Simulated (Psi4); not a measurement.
# A workflow on CH4AlS (SMILES [CH3][Al][SH])

Wanted: a structure relaxation (USVWN-RPA/def2-SVP), then vibrational wavenumbers (USVWN-RPA/def2-SVP), then the energy (UMP2/cc-pVTZ) of CH4AlS. 

Program for the calculation: Psi4 1.11.

## 1. Starting point

CH4AlS: 7 atoms, total charge 0, spin state doublet. SMILES: `[CH3][Al][SH]`. The shape is that of a PBE0-D4/def2-TZVP optimisation. This is one conformer, not always the lowest. The run starts from this shape.

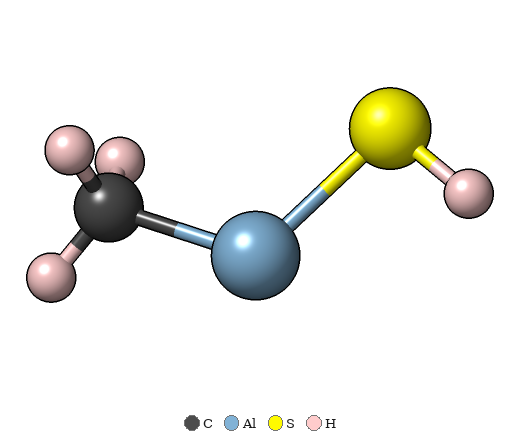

The structure, seen from a chosen angle (carbon dark grey, aluminium light blue, sulfur yellow, hydrogen pink).

## 2. A geometry optimisation at USVWN-RPA/def2-SVP (density fitting) (run 1)

ch4als.inp

```
memory 1600 MB

molecule geom {
  0 2
  C
  Al 1 1.96443
  S 2 2.206038 1 115.04543
  H 1 1.091222 2 112.92629 3 164.23521
  H 1 1.094461 4 108.78281 2 122.23192
  H 1 1.095133 4 108.07266 5 116.81912
  H 3 1.342921 2 94.70096 1 178.98267
}

set {
  reference uks
  geom_maxiter 60
}

e_tot, wfn = optimize("svwn/def2-SVP", return_wfn=True)
print_variables()
```

Launch:

```console
$ psi4 -n 1 ch4als.inp ch4als.out
```

ch4als.out:

```text
[...]
  Running in c1 symmetry.
[...]
  Nuclear repulsion =  119.395174908646680
[...]
  Multiplicity = 2
[...]
  Nalpha       = 20
  Nbeta        = 19
[...]
    Number of basis functions: 70
[...]
   @DF-UKS iter   1:  -678.41059521818420    3.84441e-02   1.29424e-02 DIIS/ADIIS
[...]
   @DF-UKS iter   7:  -678.87026216772483    0.00000e+00   5.68895e-09 DIIS
[...]
   @S^2 Observed:                7.513112510E-01
[...]
    Orbital Energies [Eh]
    ---------------------
    Alpha Occupied:
       1A    -87.695385     2A    -55.129378     3A     -9.793427
       4A     -7.646503     5A     -5.707787     6A     -5.703400
       7A     -5.699703     8A     -3.930189     9A     -2.566553
      10A     -2.563489    11A     -2.559852    12A     -0.667113
      13A     -0.623570    14A     -0.395456    15A     -0.373889
      16A     -0.370315    17A     -0.344419    18A     -0.284125
      19A     -0.252313    20A     -0.179884
    Alpha Virtual:
      21A     -0.090763    22A     -0.027722    23A     -0.004505
      24A      0.017892    25A      0.071947    26A      0.080159
[...]
  @DF-UKS Final Energy:  -678.87026216772483
   => Energetics <=
    Nuclear Repulsion Energy =            119.5456998456888584
    One-Electron Energy =               -1178.4865034678248321
    Two-Electron Energy =                 429.1957146169124826
    DFT Exchange-Correlation Energy =     -49.1251731625013406
    Empirical Dispersion Energy =           0.0000000000000000
    VV10 Nonlocal Energy =                  0.0000000000000000
    Total Energy =                       -678.8702621677248317
[...]
 Multipole Moments:
 ------------------------------------------------------------------------------------
     Multipole            Electronic (a.u.)      Nuclear  (a.u.)        Total (a.u.)
 ------------------------------------------------------------------------------------
 L = 1.  Multiply by 2.5417464519 to convert [e a0] to [Debye]
 Dipole X            :         -0.0496316            0.0599842            0.0103526
 Dipole Y            :         -0.5571596            0.9600417            0.4028821
 Dipole Z            :          4.5017059           -4.5520951           -0.0503892
 Magnitude           :                                                    0.4061530
[...]
  -Total Gradient:
     Atom            X                  Y                   Z
    ------   -----------------  -----------------  -----------------
       1        0.000031218199     0.000006815353     0.000053860457
       2       -0.000010984217    -0.000017869357    -0.000010588390
       3        0.000015665961     0.000067502980    -0.000000697004
       4       -0.000001572026    -0.000011781960    -0.000035831895
       5       -0.000008547830     0.000007946655    -0.000014801064
       6       -0.000015319589    -0.000009918681    -0.000026449578
       7       -0.000011098458     0.000065096490    -0.000005937178
[...]
    Final optimized geometry and variables:
    Molecular point group: c1
    Full point group: C1
    Geometry (in Angstrom), charge = 0, multiplicity = 2:
    C
    AL            1    1.953790
    S             2    2.199241      1  114.773117
    H             1    1.107460      2  113.122739      3  163.114153
    H             1    1.110612      4  108.899844      2  122.323952
    H             1    1.111201      4  108.006922      5  117.026677
    H             3    1.362132      2   94.255309      1  178.783848
  Variable Map:
  ----------------------------------------------------------------------------
  "CURRENT ENERGY"              =>    -678.870262167725
[...]
```

On the terminal:

```text
Optimizer: Optimization complete!
```

Wall time 23 s (1 thread of Intel Xeon Platinum 8488C (Sapphire Rapids), shared host); peak memory 0.33 GiB.

The path in brief:

| step | energy from the first frame kept (eV) | largest force (eV/Å) |
| --- | --- | --- |
| 0 | 0.0000 | 0.6283 |
| 1 | -0.0187 | 0.0447 |
| 2 | -0.0188 | 0.0203 |
| 3 | -0.0188 | 0.0050 |
| 4 | -0.0189 | 0.0036 |

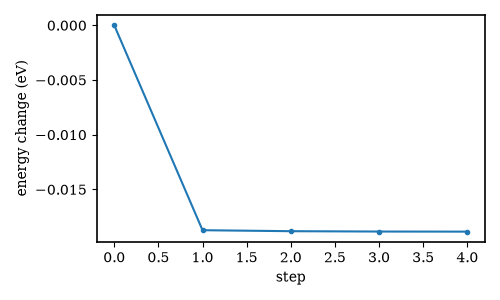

Energy along the run.

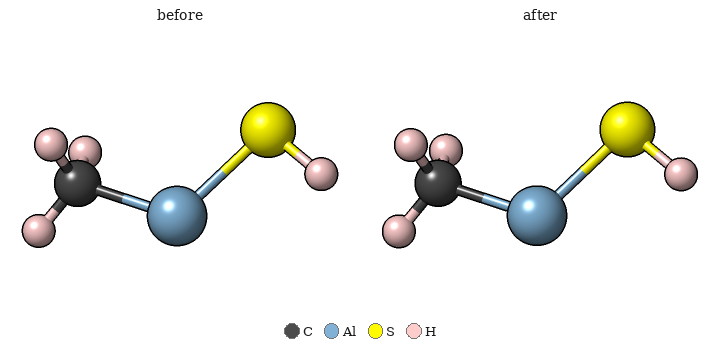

Before and after, at one scale.

After the run. Bond lengths: C1–Al2 1.954 Å, Al2–S3 2.199 Å, C1–H4 1.107 Å, C1–H5 1.111 Å, C1–H6 1.111 Å, S3–H7 1.362 Å. Angles: C1–Al2–S3 114.8°, Al2–C1–H4 113.1°, Al2–C1–H5 109.8°, Al2–C1–H6 108.9°, Al2–S3–H7 94.3°, H4–C1–H5 108.9°, H4–C1–H6 108.0°, H5–C1–H6 108.0°.

## 3. The harmonic vibrations at USVWN-RPA/def2-SVP (run 2)

calc.dat

```
memory 1600 mb

molecule molecule1 {
  0 2
  C     -1.003379     0.572814    -0.363706
  Al     0.016468    -0.912497     0.391979
  S      2.193726    -0.605888     0.438871
  H     -2.035398     0.290737    -0.649775
  H     -0.478756     0.972168    -1.257433
  H     -1.066187     1.387242     0.389640
  H      2.451820    -1.804444     1.032382
}

set {
  basis def2-SVP
  reference uks
  t 400.0
  rotational_symmetry_number 1
  scf_type pk
}

E, wfn = frequency("svwn", return_wfn=True)
print_variables()
```

Launch:

```console
$ psi4 calc.dat calc.out -n 1
```

calc.out, cut to the lines that bear on the results:

```text
[...]
  Running in c1 symmetry.
[...]
  Nuclear repulsion =  119.545709913065920
[...]
  Multiplicity = 2
[...]
  Nalpha       = 20
  Nbeta        = 19
[...]
    Number of basis functions: 70
[...]
   @UKS iter   1:  -678.41496755516016    2.66815e-02   1.28792e-02 ADIIS/DIIS
[...]
  -Total Gradient:
     Atom            X                  Y                   Z
    ------   -----------------  -----------------  -----------------
       1        0.000030609010    -0.000050260315     0.000058742004
       2        0.000010595420     0.000004532756    -0.000011564809
       3       -0.000062952267     0.000024534391    -0.000000499932
       4       -0.000038687844     0.000021712732    -0.000025978465
       5        0.000003548187     0.000014926947    -0.000039644140
       6       -0.000005524779     0.000042989320    -0.000001491508
       7       -0.000050212760    -0.000082318669     0.000020922553
[...]
   @UKS iter  13:  -678.87018667887037   -1.02318e-12   4.49121e-09 DIIS
[...]
   @S^2 Observed:                7.513112842E-01
[...]
  @UKS Final Energy:  -678.87018667887037
   => Energetics <=
    Nuclear Repulsion Energy =            119.5457099130658918
    One-Electron Energy =               -1178.4867061223285418
    Two-Electron Energy =                 429.1960008836483667
    DFT Exchange-Correlation Energy =     -49.1251913532560067
    Empirical Dispersion Energy =           0.0000000000000000
    VV10 Nonlocal Energy =                  0.0000000000000000
    Total Energy =                       -678.8701866788703683
[...]
 Multipole Moments:
[...]
  ==> Harmonic Vibrational Analysis <==
[...]
  Freq [cm^-1]                 6.9314i             132.7047            270.8734
[...]
  Freq [cm^-1]                 449.6334            550.1470            557.9147
[...]
  Freq [cm^-1]                 632.4412            683.3825           1108.4123
[...]
  Freq [cm^-1]                1333.1744           1346.3709           2629.4271
[...]
  Freq [cm^-1]                2972.5948           3080.7349           3105.7334
[...]
  Total E_0, Enthalpy at 0 [K]                                                         -678.82723514 [Eh]
[...]
  Total H, Enthalpy at  400.00 [K]                                                     -678.81830936 [Eh]
[...]
  Total G, Gibbs energy at  400.00 [K]                                                 -678.86790033 [Eh]
[...]
```

The script printed:

```text
Warning: thermodynamics relations excluded imaginary frequencies: ['6.9314i']
Warning: used thermodynamics relations inappropriate for low-frequency modes: ['132.7047' '270.8734' '449.6334' '550.1470' '557.9147']
```

Run time: 1.9 min. Hardware: 1 thread of Intel Xeon Platinum 8488C (Sapphire Rapids), shared host; peak memory 0.34 GiB.

## 4. A single-point energy at UMP2/cc-pVTZ (density fitting, density fitting for correlation) (run 3)

calc.py

```python
import psi4

psi4.set_memory(1600000000)
psi4.set_num_threads(1)
psi4.set_output_file('run.log', False)

geom = psi4.geometry("""
0 2
C     -1.003379     0.572814    -0.363706
Al     0.016468    -0.912497     0.391979
S      2.193726    -0.605888     0.438871
H     -2.035398     0.290737    -0.649775
H     -0.478756     0.972168    -1.257433
H     -1.066187     1.387242     0.389640
H      2.451820    -1.804444     1.032382
""")

psi4.set_options({
    'basis': 'cc-pVTZ',
    'reference': 'uhf',
    'freeze_core': 'true',
})

energy_value = psi4.energy('mp2', molecule=geom)
print('E =', round(energy_value, 9))
```

Launch:

```console
$ python calc.py
```

run.log:

```text
[...]
  Running in c1 symmetry.
[...]
  Nuclear repulsion =  119.545709913065920
[...]
  Multiplicity = 2
[...]
  Nalpha       = 20
  Nbeta        = 19
[...]
    Number of basis functions: 154
[...]
   @DF-UHF iter   1:  -679.58002355522785   -6.83721e-01   2.97910e-03 DIIS/ADIIS
[...]
   @DF-UHF iter  14:  -679.71074990027364   -1.50067e-11   5.36869e-09 DIIS
[...]
   @S^2 Observed:                7.551388933E-01
[...]
    Orbital Energies [Eh]
    ---------------------
    Alpha Occupied:
       1A    -91.937681     2A    -58.492443     3A    -11.207681
       4A     -8.941468     5A     -6.623123     6A     -6.622343
       7A     -6.620731     8A     -4.907399     9A     -3.222828
      10A     -3.218506    11A     -3.216788    12A     -0.946451
      13A     -0.923249    14A     -0.558392    15A     -0.545690
      16A     -0.540468    17A     -0.500412    18A     -0.422330
      19A     -0.376694    20A     -0.298692
    Alpha Virtual:
      21A      0.045339    22A      0.110886    23A      0.120820
      24A      0.148602    25A      0.203891    26A      0.213444
[...]
  @DF-UHF Final Energy:  -679.71074990027364
   => Energetics <=
    Nuclear Repulsion Energy =            119.5457099130659202
    One-Electron Energy =               -1178.6937013800313707
    Two-Electron Energy =                 379.4372415666917959
    Total Energy =                       -679.7107499002737541
  UHF NO Occupations:
  HONO-2 :   18  A 1.9994627
  HONO-1 :   19  A 1.9983864
[...]
 Multipole Moments:
 ------------------------------------------------------------------------------------
     Multipole            Electronic (a.u.)      Nuclear  (a.u.)        Total (a.u.)
 ------------------------------------------------------------------------------------
 L = 1.  Multiply by 2.5417464519 to convert [e a0] to [Debye]
 Dipole X            :          2.6451541           -3.1962603           -0.5511062
 Dipole Y            :         -3.2647722            3.0009266           -0.2638456
 Dipole Z            :          1.6326045           -1.5573077            0.0752968
 Magnitude           :                                                    0.6156315
[...]
```

The script printed:

```text
E = -680.125699522
```

It took 5.7 s on 1 thread of Intel Xeon Platinum 8488C (Sapphire Rapids), shared host; peak memory 0.36 GiB.

## 5. What came out

| quantity | value |
| --- | --- |
| run 1, USVWN-RPA/def2-SVP: total energy at the end | -678.87026 Eh |
| run 1, USVWN-RPA/def2-SVP: dipole moment | 1.03 D |
| run 1, USVWN-RPA/def2-SVP: HOMO energy (highest over α and β) | -4.89 eV |
| run 1, USVWN-RPA/def2-SVP: LUMO energy (lowest over α and β) | -3.78 eV |
| run 1, USVWN-RPA/def2-SVP: ⟨S²⟩ | 0.751 |
| run 2, USVWN-RPA/def2-SVP: total energy | -678.87019 Eh |
| run 2, USVWN-RPA/def2-SVP: lowest harmonic wavenumber | 7i cm⁻¹ (imaginary) |
| run 2, USVWN-RPA/def2-SVP: highest harmonic wavenumber | 3106 cm⁻¹ |
| run 3, UMP2/cc-pVTZ: total energy | -680.12570 Eh |
| run 3, UMP2/cc-pVTZ: HOMO energy (Hartree–Fock orbitals) (highest over α and β) | -8.13 eV |
| run 3, UMP2/cc-pVTZ: LUMO energy (Hartree–Fock orbitals) (lowest over α and β) | 0.94 eV |
| run 3, UMP2/cc-pVTZ: correlation energy (11 core orbitals frozen) | -414.9 mEh |
| run 3, UMP2/cc-pVTZ: ⟨S²⟩ of the reference determinant | 0.755 |

The optimisation (run 1, USVWN-RPA/def2-SVP) took 5 steps and changed the energy by -0.019 eV. 1 mode is imaginary (lowest 7i cm⁻¹); so small a value may be numerical noise or a very soft motion.
